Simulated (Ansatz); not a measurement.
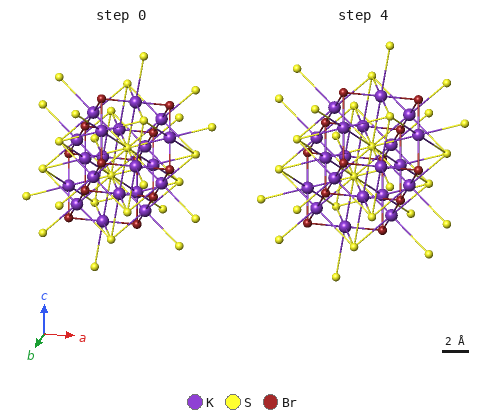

The structure of a crystal of K₃SBr (a generated structure, set up in Pm-3m) (coarse preliminary run) before (left) and after (right) a relaxation, at one scale.

The picture is a ball-and-stick view of the cell of the calculation, repeated 1 × 2 × 1 with one cell outlined, seen from a free direction.

Method: Ansatz, DFT PBE, scalar-relativistic, plane waves, PAW. Set-up: plane-wave cutoff 420 eV; k-point mesh 4 × 4 × 4; occupations gaussian; smearing width 0.1 eV; no spin polarisation; cell and atoms relaxed; force threshold 0.04 eV/Å; at most 70 steps.

What changed between the two?

Answer. Over 3 accepted moves (4 points after the start) the energy falls by 196 meV per atom. All forces vanish by symmetry, so only the cell relaxes. The pressure goes from 7.63 to 0.21 GPa. The SCF was repeated once at an unchanged geometry on a basis and grid sized afresh for the cell, which shifted the energy by 0.8 meV per atom at most. The atoms keep their places relative to the cell (all moves are under 0.005 Å). Cell: a = b = c 5.404 → 5.935 Å (+9.8 %). Volume +32.5 %. Among the contacts that change: K–S 3.821 → 4.197 Å, Br–K 2.702 → 2.968 Å. The space group stays Pm-3m (No. 221). The run took 12 s on 1 thread of Arm Neoverse V2, on a shared host, peak memory 0.39 GiB.
